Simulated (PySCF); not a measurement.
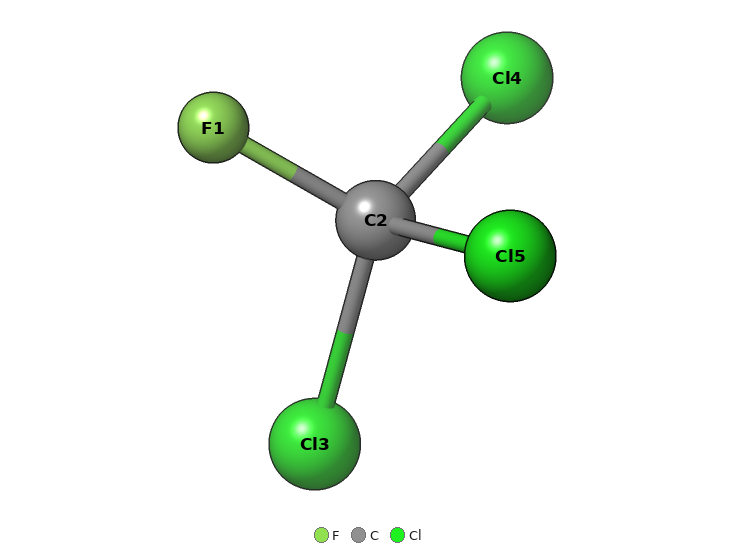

Computed geometry: GFN2-xTB optimisation. No frequency run is at hand to confirm it as a minimum. Method: GIAO PBE0/pcSseg-1 NMR shielding, non-relativistic, gas phase (PySCF 2.14.0), and the same with a continuum solvent (IEF-PCM, Bondi radii x 1.2, gas-phase geometry).

How do dipole (D), HOMO–LUMO gap (eV), σ(F1) (ppm), σ(Cl3) (ppm), σ(C2) (ppm) change in cyclohexane (ε = 2.0), benzene (ε = 2.3), chloroform (ε = 4.7), tetrahydrofuran (ε = 7.4), dichloromethane (ε = 8.9), acetone (ε = 20.5), methanol (ε = 32.6), acetonitrile (ε = 35.7), dimethylsulfoxide (ε = 46.8), water (ε = 78.4)?

| medium | dipole (D) | HOMO–LUMO gap (eV) | σ(F1) (ppm) | σ(Cl3) (ppm) | σ(C2) (ppm) |
| --- | --- | --- | --- | --- | --- |
| gas phase | 0.41 | 7.89 | 170.9 | 386.8 | 39.0 |
| cyclohexane | 0.44 | 7.91 | 172.4 | 387.0 | 39.1 |
| benzene | 0.44 | 7.91 | 172.7 | 387.1 | 39.1 |
| chloroform | 0.46 | 7.92 | 173.7 | 387.3 | 39.1 |
| tetrahydrofuran | 0.47 | 7.92 | 174.1 | 387.4 | 39.1 |
| dichloromethane | 0.47 | 7.93 | 174.2 | 387.5 | 39.1 |
| acetone | 0.48 | 7.93 | 174.5 | 387.6 | 39.2 |
| methanol | 0.48 | 7.93 | 174.7 | 387.6 | 39.2 |
| acetonitrile | 0.48 | 7.93 | 174.7 | 387.6 | 39.2 |
| dimethylsulfoxide | 0.48 | 7.93 | 174.7 | 387.7 | 39.2 |
| water | 0.48 | 7.93 | 174.8 | 387.7 | 39.2 |
